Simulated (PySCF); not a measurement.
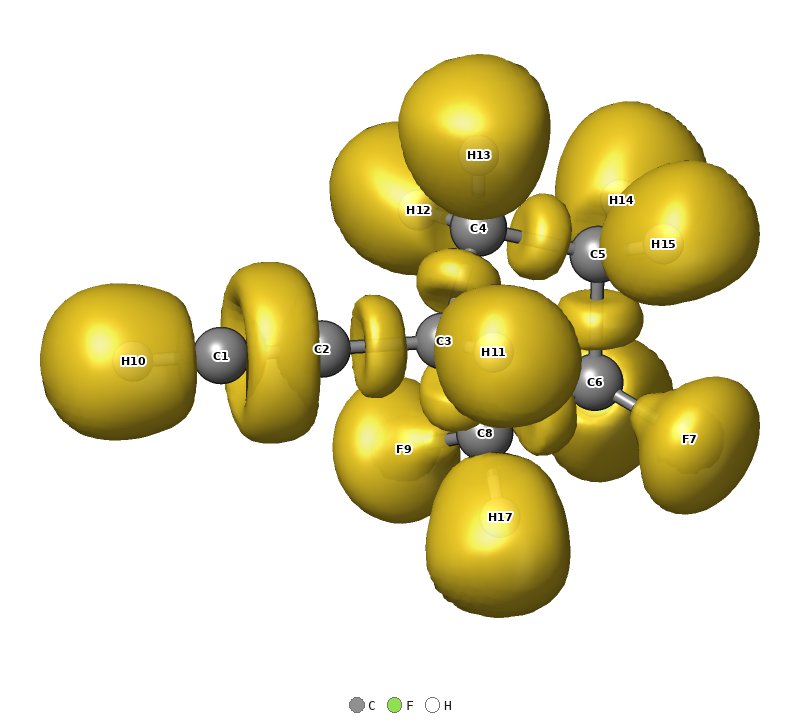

The picture shows: C7H8F2. Isosurface of the electron localisation function at 0.75 (yellow), seen at a tilt. Core shells and regions of very low density are left out.

Geometry: GFN2-xTB.

Method: CAM-B3LYP/def2-SVPD, SCF density, gas phase (PySCF).

Input file:

```
{"job": {"kind": "uv", "xc": "CAM-B3LYP", "basis": "def2-SVPD", "nstates": 8, "ntriplets": 3}, "charge": 0, "multiplicity": 1}
C      3.234971     0.076664     0.375957
C      2.046389    -0.004876     0.482004
C      0.606164    -0.094974     0.581781
C     -0.011423    -1.184633    -0.306639
C     -1.495807    -0.820352    -0.329793
C     -1.535358     0.712885    -0.269681
F     -2.433277     1.136502     0.686427
C     -0.117160     1.176624     0.106028
F      0.491244     1.692529    -1.016420
H      4.278066     0.143613     0.292183
H      0.324755    -0.268372     1.626644
H      0.416597    -1.114046    -1.307817
H      0.168542    -2.185535     0.080829
H     -2.006403    -1.207950    -1.208874
H     -1.996831    -1.205570     0.559948
H     -1.846117     1.178568    -1.210686
H     -0.131348     1.980953     0.848198
```

Command:

```sh
OMP_NUM_THREADS=1 python probes_run.py task.json out
```

**What do the ELF domains correspond to?**

The surface consists of seven regions between bonded C–C atoms (shared pairs), eight regions around hydrogen nuclei and two regions on F in which the atom's valence shell and bonds are merged. Along the contacts the grid gives the following. C–C (1.20 Å): the ELF peaks at about 0.85 between the atoms (a multiple bond). C–F (1.38 Å): the ELF peaks at about 0.85 between the atoms, as expected for a polar covalent bond.
